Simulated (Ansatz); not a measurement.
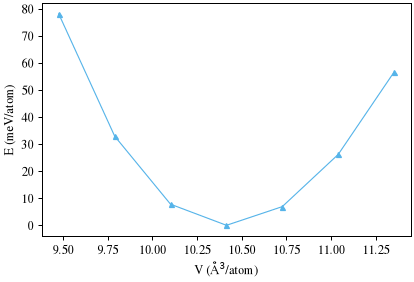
Fig. 1. Fe (bcc (W type), Im-3m) under volume change, LDA in the plane-wave PAW code Ansatz, scaled uniformly.

### Question
What does a third-order Birch–Murnaghan fit give for V₀, B₀ and B′?

### Answer
V₀ = 10.42 Å³/atom, B₀ = 251 GPa, B′ = 4.2.

Symmetry was held in the LDA relaxation. Magnetic state: ferromagnetic, chosen from 3 collinear starts compared on coarse meshes (ties went to the first, and starts can fall back to one state), not a proven ground state. Textbook magnetic order: ferromagnetic.

Potentials: the later of the program's two PAW sets.
